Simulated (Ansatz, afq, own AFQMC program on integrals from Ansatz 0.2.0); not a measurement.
# AlNH2 (triplet): quantum Monte Carlo beside coupled cluster at twist about Al1–N2 = 180.0°, cc-pVDZ

Aim: compute AlNH2 (triplet) with auxiliary-field quantum Monte Carlo on the same integrals as coupled cluster, and set the energies side by side.

Computed with Ansatz 0.2.0, Gaussian basis, and an in-house AFQMC program (afq) on its integrals; all values are calculated. Level: cc-pVDZ, frozen cores.

To be run: PBE (unrestricted); r2SCAN (unrestricted); PBE0 (unrestricted); B3LYP (unrestricted); wB97M-V (unrestricted); B2PLYP (unrestricted); CCSD(T) on UHF; CCSDT(Q) on UHF; Phaseless AFQMC, CISD trial on UHF; Phaseless AFQMC, single-determinant trial on UHF.

1 further run of the same task is left out (it didn't finish).

## (1) The geometry

The geometry derives from a PBE0/def2-TZVP stationary point (not a proven minimum). One half is turned about the bond named; the halves are rigid.

4 atoms, charge 0, spin multiplicity 3.

Atoms are counted from 1 here; the program's logs count them from 0.

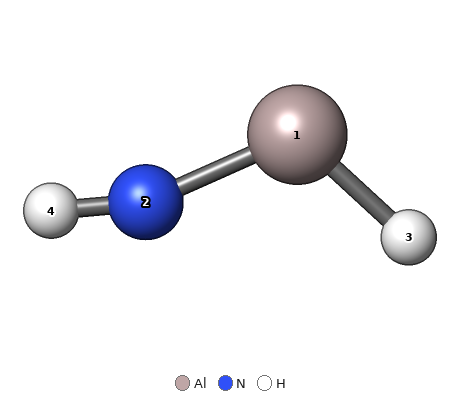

The structure; aluminium light grey, nitrogen blue, hydrogen white; atoms are numbered from 1 in the order of the file.

## (2) PBE (unrestricted)

in.yaml reads:

```yaml
crystal:
  periodic: [false, false, false]
  atoms:
    - {symbol: Al, position_ang: [0.000000, -0.069574, 0.621549]}
    - {symbol: N, position_ang: [0.000000, 0.050923, -1.142490]}
    - {symbol: H, position_ang: [0.000000, 1.365302, 1.354831]}
    - {symbol: H, position_ang: [0.000000, -0.210517, -2.116631]}
basis:
  gaussian: {orbitals: cc-pVDZ}
magnetization: {spin_polarized: true, initial_magnetization: 2}
hamiltonian: {xc: {name: PBE}}
output: {orbitals: {seedname: orbitals}}
```

Started as:

```console
$ ansatz run in.yaml --threads 1 --pin off --events-out ev --progress --plain --max-ram 1382MiB
```

The program printed:

```text
Functional definition: PBE
  name "PBE"
  cite "Perdew, Burke & Ernzerhof, Phys. Rev. Lett. 77, 3865 (1996) doi:10.1103/PhysRevLett.77.3865"
  parent pbe
  parameter kappa = 0.804
  parameter beta = 0.06672455060314922
  exchange = pbe_x(kappa = kappa, mu = beta*pi^2/3)
  correlation = pbe_c(beta = beta)
404 factors; integrals over basis functions are off by at most 1.4e-3 eV
mean field evaluation 1: about -8105.5212 eV, gradient 3.2e1 eV
mean field evaluation 2: about -8069.8962 eV, gradient 7.5e1 eV
mean field evaluation 4: about -8110.1864 eV, gradient 5.9e0 eV
mean field evaluation 8: about -8110.4541 eV, gradient 2.5e-1 eV
mean field evaluation 16: about -8110.4546 eV, gradient 5.0e-5 eV
mean field evaluation 32: about -8110.5144 eV, gradient 1.8e-2 eV
mean field -8110.51442902 eV, -298.0559077624 hartree, gradient 2.6e-6 eV, S^2 2.004030; 4 other end points of the search recorded, 0 dependent functions left out
reference -8110.51446429 eV, -298.0559090584 hartree; 12, 10 occupied and 30, 32 virtual orbitals, 404 factors
Total energy: -8110.51446429 eV, -298.0559090584 hartree
```

It took 1.9 s on 1 thread of Intel Xeon Platinum 8488C (Sapphire Rapids), shared host.

From the report: ⟨S²⟩ of the determinant 2.004 (pure triplet: 2.00).

## (3) r2SCAN (unrestricted)

Edit in.yaml of step 2 so:

```diff
@@ -10,3 +10,2 @@
 magnetization: {spin_polarized: true, initial_magnetization: 2}
-hamiltonian: {xc: {name: PBE}}
-output: {orbitals: {seedname: orbitals}}
+hamiltonian: {xc: {name: r2SCAN}}
```

Same command.

The program printed, cut to the lines that bear on the results:

```text
Functional definition: r2SCAN
  name "r2SCAN"
  cite "Furness, Kaplan, Ning, Perdew & Sun, J. Phys. Chem. Lett. 11, 8208 (2020) doi:10.1021/acs.jpclett.0c02405"
  cite "Furness, Kaplan, Ning, Perdew & Sun, J. Phys. Chem. Lett. 11, 9248 (2020) doi:10.1021/acs.jpclett.0c03077"
  parent r2scan
[...]
404 factors; integrals over basis functions are off by at most 1.4e-3 eV
[...]
mean field -8114.74632623 eV, -298.2114271164 hartree, gradient 5.2e-6 eV, S^2 2.008038; 4 other end points of the search recorded, 0 dependent functions left out
reference -8114.74634024 eV, -298.2114276311 hartree; 12, 10 occupied and 30, 32 virtual orbitals, 404 factors
Total energy: -8114.74634024 eV, -298.2114276311 hartree
```

Run time: 4.6 s. Hardware: 1 thread of Intel Xeon Platinum 8488C (Sapphire Rapids), shared host.

From the report: ⟨S²⟩ of the determinant 2.008 (pure triplet: 2.00).

## (4) PBE0 (unrestricted)

Edit in.yaml of step 3 so:

```diff
@@ -10,2 +10,3 @@
 magnetization: {spin_polarized: true, initial_magnetization: 2}
-hamiltonian: {xc: {name: r2SCAN}}
+hamiltonian: {xc: {name: PBE0}}
+output: {orbitals: {seedname: orbitals}}
```

The command is unchanged.

The program printed, cut to the lines that bear on the results:

```text
Functional definition: PBE0
  name "PBE0"
  cite "Adamo & Barone, J. Chem. Phys. 110, 6158 (1999) doi:10.1063/1.478522"
  cite "Perdew, Burke & Ernzerhof, Phys. Rev. Lett. 77, 3865 (1996) doi:10.1103/PhysRevLett.77.3865"
  parent pbe
[...]
404 factors; integrals over basis functions are off by at most 1.4e-3 eV
[...]
mean field -8111.34360589 eV, -298.0863794503 hartree, gradient 4.1e-6 eV, S^2 2.005681; 2 other end points of the search recorded, 0 dependent functions left out
reference -8111.34363238 eV, -298.0863804239 hartree; 12, 10 occupied and 30, 32 virtual orbitals, 404 factors
Total energy: -8111.34363238 eV, -298.0863804239 hartree
```

Run time: 2.2 s. Hardware: 1 thread of Intel Xeon Platinum 8488C (Sapphire Rapids), shared host.

From the report: ⟨S²⟩ of the determinant 2.006 (pure triplet: 2.00).

## (5) B3LYP (unrestricted)

Edit in.yaml of step 4 so:

```diff
@@ -10,3 +10,2 @@
 magnetization: {spin_polarized: true, initial_magnetization: 2}
-hamiltonian: {xc: {name: PBE0}}
-output: {orbitals: {seedname: orbitals}}
+hamiltonian: {xc: {name: B3LYP}}
```

Same command.

The program printed, cut to the lines that bear on the results:

```text
Functional definition: B3LYP
  name "B3LYP"
  cite "Stephens, Devlin, Chabalowski & Frisch, J. Phys. Chem. 98, 11623 (1994) doi:10.1021/j100096a001"
  cite "Becke, Phys. Rev. A 38, 3098 (1988) doi:10.1103/PhysRevA.38.3098"
  cite "Lee, Yang & Parr, Phys. Rev. B 37, 785 (1988) doi:10.1103/PhysRevB.37.785"
  cite "Vosko, Wilk & Nusair, Can. J. Phys. 58, 1200 (1980) doi:10.1139/p80-159"
[...]
404 factors; integrals over basis functions are off by at most 1.4e-3 eV
[...]
mean field -8116.84075876 eV, -298.2883960923 hartree, gradient 3.2e-6 eV, S^2 2.005773; 2 other end points of the search recorded, 0 dependent functions left out
reference -8116.84096319 eV, -298.2884036049 hartree; 12, 10 occupied and 30, 32 virtual orbitals, 404 factors
Total energy: -8116.84096319 eV, -298.2884036049 hartree
```

Wall time 2.5 s (1 thread of Intel Xeon Platinum 8488C (Sapphire Rapids), shared host).

From the report: ⟨S²⟩ of the determinant 2.006 (pure triplet: 2.00).

## (6) wB97M-V (unrestricted)

Edit in.yaml of step 5 so:

```diff
@@ -10,2 +10,3 @@
 magnetization: {spin_polarized: true, initial_magnetization: 2}
-hamiltonian: {xc: {name: B3LYP}}
+hamiltonian: {xc: {name: wB97M-V}}
+output: {orbitals: {seedname: orbitals}}
```

The command is unchanged.

The program printed, cut to the lines that bear on the results:

```text
Functional definition: wB97M-V
  name "wB97M-V"
  cite "Mardirossian & Head-Gordon, J. Chem. Phys. 144, 214110 (2016) doi:10.1063/1.4952647"
  cite "Becke, J. Chem. Phys. 107, 8554 (1997) doi:10.1063/1.475007"
  cite "Vydrov & Van Voorhis, J. Chem. Phys. 133, 244103 (2010) doi:10.1063/1.3521275"
  # Of w^i u^j: cxij and so on, Table III.
[...]
  gx(w, u) = 1 - cx + cx01*u + cx10*w
  gss(w, u) = css00 + css04*u^4 + css10*w + css20*w^2 + css43*w^4*u^3
  gos(w, u) = cos00 + cos10*w + (cos20 + cos21*u)*w^2 + (cos60 + cos61*u)*w^6
[...]
      + integral(e_c_pw_mod_opposite_spin*gos(b97_w_opposite, b97_u_opposite)) + vv10(b, c)
404 factors; integrals over basis functions are off by at most 1.4e-3 eV
136 factors; integrals over basis functions are off by at most 1.3e-5 eV
[...]
mean field -8114.98231877 eV, -298.2200996822 hartree, gradient 6.5e-6 eV, S^2 2.005108; 2 other end points of the search recorded, 0 dependent functions left out
reference -8114.98235794 eV, -298.2201011215 hartree; 12, 10 occupied and 30, 32 virtual orbitals, 404 factors
Total energy: -8114.98235794 eV, -298.2201011215 hartree
```

Run time: 14 s. Hardware: 1 thread of Intel Xeon Platinum 8488C (Sapphire Rapids), shared host.

From the report: ⟨S²⟩ of the determinant 2.005 (pure triplet: 2.00).

## (7) B2PLYP (unrestricted)

Edit in.yaml of step 6 so:

```diff
@@ -10,3 +10,3 @@
 magnetization: {spin_polarized: true, initial_magnetization: 2}
-hamiltonian: {xc: {name: wB97M-V}}
-output: {orbitals: {seedname: orbitals}}
+hamiltonian: {xc: {name: B2PLYP}}
+correlation: {electrons: outside_noble_gas}
```

The command is unchanged.

The program printed, cut to the lines that bear on the results:

```text
Functional definition: B2PLYP
  name "B2PLYP"
  cite "Grimme, J. Chem. Phys. 124, 034108 (2006) doi:10.1063/1.2148954"
  cite "Becke, Phys. Rev. A 38, 3098 (1988) doi:10.1103/PhysRevA.38.3098"
  cite "Lee, Yang & Parr, Phys. Rev. B 37, 785 (1988) doi:10.1103/PhysRevB.37.785"
[...]
404 factors; integrals over basis functions are off by at most 1.4e-3 eV
[...]
mean field -8109.78978221 eV, -298.0292774834 hartree, gradient 6.2e-8 eV, S^2 2.009311; 3 other end points of the search recorded, 0 dependent functions left out
6 core orbitals not correlated: weight in the atoms' cores, before any rotation towards them, 1.000 or more for the frozen orbitals, at most 0.000 for the correlated occupied ones
reference -8109.78991086 eV, -298.0292822110 hartree; 6, 4 occupied and 30, 32 virtual orbitals, 404 factors
second order -6.09805031 eV of doubles, -0.00000000 eV of singles
Total energy: -8111.43638444 eV, -298.0897889992 hartree
```

It took 3.7 s on 1 thread of Intel Xeon Platinum 8488C (Sapphire Rapids), shared host.

From the report: ⟨S²⟩ of the determinant 2.009 (pure triplet: 2.00).

## (8) CCSD(T) on UHF

Edit in.yaml of step 7 so:

```diff
@@ -10,3 +10,2 @@
 magnetization: {spin_polarized: true, initial_magnetization: 2}
-hamiltonian: {xc: {name: B2PLYP}}
-correlation: {electrons: outside_noble_gas}
+correlation: {method: ccsd_t, electrons: outside_noble_gas, hamiltonian_folder: ham}
```

The command is unchanged.

The program printed, cut to the lines that bear on the results:

```text
Functional definition: HF
  name "HF"
  cite "Fock, Z. Phys. 61, 126 (1930) doi:10.1007/BF01340294"
  parent pbe
[...]
404 factors; integrals over basis functions are off by at most 1.4e-3 eV
[...]
mean field -8094.28088560 eV, -297.4593360452 hartree, gradient 4.8e-6 eV, S^2 2.014477; 10 other end points of the search recorded, 0 dependent functions left out
determinant -8094.28088560 eV, -297.4593360452 hartree, with singles and doubles -8099.92092821 eV, -297.6666037881 hartree
determinant -8094.16020078 eV, -297.4549009597 hartree, with singles and doubles -8099.81059450 eV, -297.6625490992 hartree
determinant -8091.69584967 eV, -297.3643377269 hartree, with singles and doubles -8097.61201722 eV, -297.5817528741 hartree
determinant -8091.26378093 eV, -297.3484594935 hartree, with singles and doubles -8097.03781361 eV, -297.5606512807 hartree
determinant -8094.28088560 eV, -297.4593360452 hartree, with singles and doubles -8099.92333854 eV, -297.6666923659 hartree
determinant -8094.16020078 eV, -297.4549009597 hartree, with singles and doubles -8099.81163094 eV, -297.6625871874 hartree
6 core orbitals not correlated: weight in the atoms' cores, before any rotation towards them, 1.000 or more for the frozen orbitals, at most 0.000 for the correlated occupied ones
reference -8094.28088560 eV, -297.4593360452 hartree; 6, 4 occupied and 30, 32 virtual orbitals, 404 factors
second order -4.90045775 eV of doubles, -0.00000000 eV of singles
cycle   1  -5.64245444 eV  change   -1.5e-6 eV  update   2.7e-6
perturbative correction -0.13312319 eV, -0.0048921872 hartree
Total energy: -8100.05646324 eV, -297.6715846085 hartree
```

Wall time 2.8 s (1 thread of Intel Xeon Platinum 8488C (Sapphire Rapids), shared host).

From the report: ⟨S²⟩ of the determinant 2.014 (pure triplet: 2.00); correlation -5.7756 eV; T1 0.019; largest double amplitude 0.04.

This run also writes the integrals to the folder ham.

## (9) CCSDT(Q) on UHF

Edit in.yaml of step 8 so:

```diff
@@ -10,2 +10,2 @@
 magnetization: {spin_polarized: true, initial_magnetization: 2}
-correlation: {method: ccsd_t, electrons: outside_noble_gas, hamiltonian_folder: ham}
+correlation: {method: ccsdt_q, electrons: outside_noble_gas}
```

Same command.

The program printed, cut to the lines that bear on the results:

```text
Functional definition: HF
  name "HF"
  cite "Fock, Z. Phys. 61, 126 (1930) doi:10.1007/BF01340294"
  parent pbe
[...]
777 factors; integrals over basis functions are off by at most 2.5e-7 eV
[...]
mean field -8094.28097554 eV, -297.4593393503 hartree, gradient 4.7e-6 eV, S^2 2.014477; 10 other end points of the search recorded, 0 dependent functions left out
determinant -8094.28097554 eV, -297.4593393503 hartree, with singles and doubles -8099.92101323 eV, -297.6666069124 hartree
determinant -8094.16029232 eV, -297.4549043240 hartree, with singles and doubles -8099.81068187 eV, -297.6625523100 hartree
determinant -8091.69594995 eV, -297.3643414123 hartree, with singles and doubles -8097.61210760 eV, -297.5817561955 hartree
determinant -8091.26389496 eV, -297.3484636842 hartree, with singles and doubles -8097.03791560 eV, -297.5606550287 hartree
determinant -8094.28097554 eV, -297.4593393503 hartree, with singles and doubles -8099.92342370 eV, -297.6666954958 hartree
determinant -8094.16029232 eV, -297.4549043240 hartree, with singles and doubles -8099.81171804 eV, -297.6625903883 hartree
6 core orbitals not correlated: weight in the atoms' cores, before any rotation towards them, 1.000 or more for the frozen orbitals, at most 0.000 for the correlated occupied ones
reference -8094.28097554 eV, -297.4593393503 hartree; 6, 4 occupied and 30, 32 virtual orbitals, 777 factors
second order -4.90047971 eV of doubles, -0.00000000 eV of singles
cycle   1  -5.38087845 eV  change   -4.8e-1 eV  update   7.2e-2
[...]
cycle  26  -5.80714145 eV  change   -6.1e-7 eV  update   4.2e-7
perturbative correction -0.01310137 eV, -0.0004814663 hartree
Total energy: -8100.10121835 eV, -297.6732293286 hartree
```

It took 16 s on 1 thread of Intel Xeon Platinum 8488C (Sapphire Rapids), shared host; peak memory 0.29 GiB.

From the report: ⟨S²⟩ of the determinant 2.014 (pure triplet: 2.00); correlation -5.8202 eV; T1 0.021; largest double amplitude 0.08.

## (10) Phaseless AFQMC, CISD trial on UHF

It reads the integrals that the CCSD(T) run on this determinant wrote.

Started as:

```console
$ afq ham --method phaseless --trial cisd --walkers 60 --populations 1 --least-time 40 --time-step 0.005 --steps-per-block 50 --equilibration-blocks 40 --max-blocks 300 --target-error 0.00076 --factor-cut 1e-05 --start spin_pure --seed 8650 --release-times 0.24,0.51,0.99,1.62,2.4 --release-step 0.03 --release-every 4 --taylor-order 6
```

The program printed:

```text
orbitals 36  electrons 6 4  factors 267 of 404
reference energy -297.45933605 Eh
CCSD correlation -0.20735630 Eh in 13 cycles, weight of the determinant in the CISD state 0.9033
energy of the start -297.666373 Eh
 block  time / (1/Eh)  mean weight  energy / Eh
     1     0.250  0.9971  -297.664971
     2     0.500  0.9986  -297.665248
     3     0.750  1.0024  -297.670869
     4     1.000  1.0005  -297.670394
     5     1.250  0.9986  -297.669095
     6     1.500  1.0021  -297.667358
     7     1.750  1.0007  -297.669369
     8     2.000  0.9977  -297.669955
     9     2.250  0.9998  -297.671682
    10     2.500  0.9993  -297.674955
    11     2.750  1.0003  -297.670196
    16     4.000  0.9996  -297.675354
    21     5.250  1.0006  -297.671567
    26     6.500  0.9994  -297.672672
    31     7.750  0.9985  -297.671834
    36     9.000  0.9995  -297.672559
    41    10.250  1.0002  -297.670669
    46    11.500  1.0001  -297.668088
    51    12.750  1.0027  -297.681615
    56    14.000  1.0001  -297.674777
    61    15.250  0.9994  -297.670062
    66    16.500  1.0014  -297.671252
    71    17.750  1.0008  -297.672007
    76    19.000  0.9990  -297.667884
    81    20.250  1.0009  -297.669626
    86    21.500  0.9988  -297.668149
    91    22.750  1.0000  -297.679691
    96    24.000  0.9984  -297.674148
   101    25.250  0.9988  -297.676255
   106    26.500  1.0015  -297.677399
   111    27.750  0.9985  -297.674455
   116    29.000  1.0010  -297.670901
   121    30.250  0.9977  -297.677880
   126    31.500  0.9993  -297.671210
   131    32.750  1.0005  -297.668977
   136    34.000  0.9999  -297.670966
   141    35.250  1.0002  -297.672397
   146    36.500  1.0011  -297.675690
   151    37.750  0.9994  -297.669098
   156    39.000  1.0013  -297.672518
   161    40.250  0.9986  -297.676600
   166    41.500  1.0032  -297.672299
   171    42.750  0.9992  -297.667372
   176    44.000  1.0008  -297.667926
   181    45.250  0.9998  -297.680795
   186    46.500  0.9978  -297.672248
   191    47.750  1.0004  -297.674521
   196    49.000  1.0009  -297.672227
blocks merged  error / Eh  count
     1  0.000283  160
     2  0.000333  80
     4  0.000356  40
     8  0.000427  20
    16  0.000378  10
released: time / (1/Eh)  energy / Eh  error  mean overlap
  0.24  -297.672615  0.000728  1.0073
  0.51  -297.672969  0.000510  1.0178
  0.99  -297.673451  0.000466  1.0078
  1.62  -297.673669  0.000442  1.0178
  2.40  -297.673902  0.000870  1.0416
energy -297.672765 +/- 0.000427 Eh
```

Run time: 3 min. Hardware: 1 thread of Intel Xeon Platinum 8488C (Sapphire Rapids), shared host.

Energy -8100.0886 ± 0.0116 eV. Caveats: constraint bias not in the error.

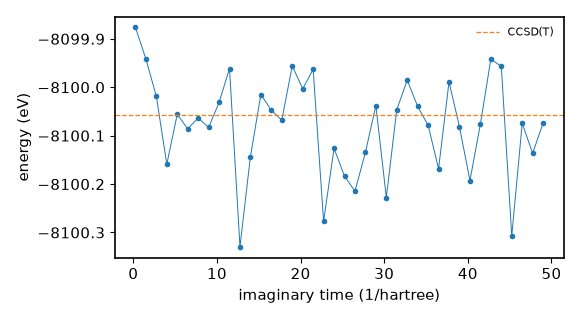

Block energies along the walk.

## (11) Phaseless AFQMC, single-determinant trial on UHF

It reads the integrals that the CCSD(T) run on this determinant wrote.

Started as:

```console
$ afq ham --method phaseless --trial hf --walkers 120 --populations 1 --least-time 40 --time-step 0.005 --steps-per-block 20 --equilibration-blocks 160 --max-blocks 600 --target-error 0.00228 --factor-cut 1e-05 --start spin_pure --seed 1369 --taylor-order 6
```

The program printed:

```text
orbitals 36  electrons 6 4  factors 267 of 404
reference energy -297.45933605 Eh
CCSD correlation -0.20735630 Eh in 13 cycles, weight of the determinant in the CISD state 0.9033
energy of the start -297.459686 Eh
 block  time / (1/Eh)  mean weight  energy / Eh
     1     0.100  0.9995  -297.514834
     2     0.200  1.0005  -297.550229
     3     0.300  1.0031  -297.574961
     4     0.400  1.0000  -297.586037
     5     0.500  0.9987  -297.597565
     6     0.600  1.0004  -297.616666
     7     0.700  1.0004  -297.604931
     8     0.800  0.9993  -297.628866
     9     0.900  1.0017  -297.635025
    10     1.000  1.0022  -297.659866
    15     1.500  1.0022  -297.634170
    29     2.900  0.9995  -297.672070
    43     4.300  1.0005  -297.662907
    57     5.700  0.9993  -297.671722
    71     7.100  1.0012  -297.659257
    85     8.500  1.0013  -297.705580
    99     9.900  0.9984  -297.669715
   113    11.300  1.0006  -297.692991
   127    12.700  1.0003  -297.653980
   141    14.100  1.0002  -297.678155
   155    15.500  1.0009  -297.657966
   169    16.900  0.9991  -297.691954
   183    18.300  0.9993  -297.645074
   197    19.700  1.0013  -297.652545
   211    21.100  0.9992  -297.643758
   225    22.500  1.0006  -297.672610
   239    23.900  0.9993  -297.669075
   253    25.300  0.9997  -297.686233
   267    26.700  0.9999  -297.656600
   281    28.100  0.9995  -297.660677
   295    29.500  0.9998  -297.670603
   309    30.900  0.9999  -297.684922
   323    32.300  0.9996  -297.676538
   337    33.700  1.0027  -297.686650
   351    35.100  0.9995  -297.696587
   365    36.500  0.9982  -297.665130
   379    37.900  1.0010  -297.670220
   393    39.300  1.0005  -297.676267
   407    40.700  1.0003  -297.671257
   421    42.100  1.0012  -297.671034
   435    43.500  1.0021  -297.686406
   449    44.900  0.9996  -297.671298
   463    46.300  1.0001  -297.695062
   477    47.700  1.0004  -297.679724
   491    49.100  1.0014  -297.673197
   505    50.500  0.9994  -297.687664
   519    51.900  1.0018  -297.680371
   533    53.300  0.9998  -297.689662
   547    54.700  0.9995  -297.692290
blocks merged  error / Eh  count
     1  0.000816  400
     2  0.001064  200
     4  0.001340  100
     8  0.001644  50
    16  0.001832  25
    32  0.002420  12
energy -297.669771 +/- 0.001832 Eh
```

It took 2.5 min on 1 thread of Intel Xeon Platinum 8488C (Sapphire Rapids), shared host.

Energy -8100.0071 ± 0.0499 eV. Caveats: constraint bias not in the error. The error still grows with block length (0.0447 to 0.0659 eV), so the bar may be too small.

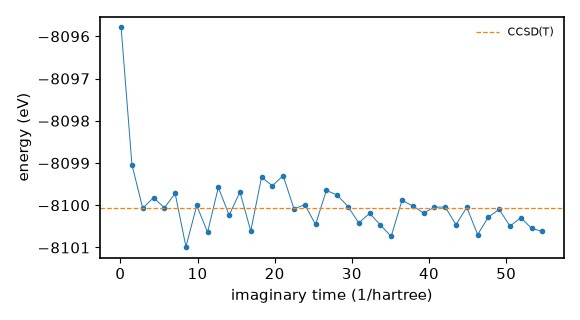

Block energies along the walk.

## (12) All levels side by side

On the UHF determinant, counted from CCSDT(Q) (a yardstick, not exact):

```
                                                             level  energy (eV)  from CCSDT(Q) (meV)  statistical error (meV)     time
                                                                HF   -8094.2809              +5820.3                                  
                                                               MP2   -8099.1813               +919.9                                  
                                                              CCSD   -8099.9233               +177.9                                  
                                                           CCSD(T)   -8100.0565                +44.8                                  
                                                          CCSDT(Q)   -8100.1012                  0.0                                  
               Phaseless AFQMC, CISD trial, step 0.005, 60 walkers   -8100.0886                +12.6                     11.6    3 min
Phaseless AFQMC, single-determinant trial, step 0.005, 120 walkers   -8100.0071                +94.1                     49.9  2.5 min
```

The functionals' totals stand on their own zeros and serve differences with other points: PBE -8110.514 eV; r2SCAN -8114.746 eV; PBE0 -8111.344 eV; B3LYP -8116.841 eV; wB97M-V -8114.982 eV; B2PLYP -8111.436 eV.

## (13) Summary of results

| quantity | value |
| --- | --- |
| CCSD(T) on UHF from CCSDT(Q) | +44.8 meV |
| Phaseless AFQMC, CISD trial on UHF from CCSDT(Q) | +12.6 ± 11.6 meV |
| Phaseless AFQMC, single-determinant trial on UHF from CCSDT(Q) | +94.1 ± 49.9 meV |

What this shows: On UHF the phaseless walk with the CISD trial lies +12.6 meV from CCSDT(Q), within three error bars. Error bars are statistical and leave out the constraint, the time step and what remains of the start.
